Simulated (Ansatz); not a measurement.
The relaxed structure here is a generated cell of GeS: the first start was made by placing the elements on the sites of a structure type, and the end was not matched to a known phase here, so it may be hypothetical.

A relaxed structure of GeS. All values below come from PBEsol (plane waves to 420 eV, PAW, scalar-relativistic; Ansatz, a quantum-chemistry and plane-wave program).

P6₃/mmc (No. 194), hP4; a = 4.518 Å, b = 4.518 Å, c = 5.369 Å, α = 90.00°, β = 90.00°, γ = 120.00°.

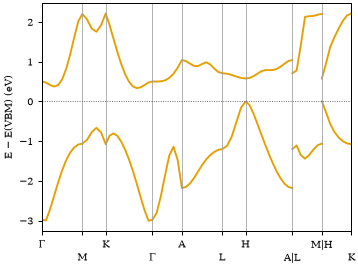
Figure: Highest filled and lowest empty band along the path of this cell's Brillouin zone

Task: Read off the gap and say whether it is direct.

Result: 0.33 eV, indirect (valence top at H, conduction bottom at 67 % of the way from K to Γ) (no spin-orbit coupling).

Task: How far does the top valence band disperse along this path?

Result: About 3.0 eV.

No spin polarisation in the result.

The run could not lose the symmetry of its start, so the end can be a saddle point.

All atoms sit on sites fixed by symmetry, so only the cell could relax.
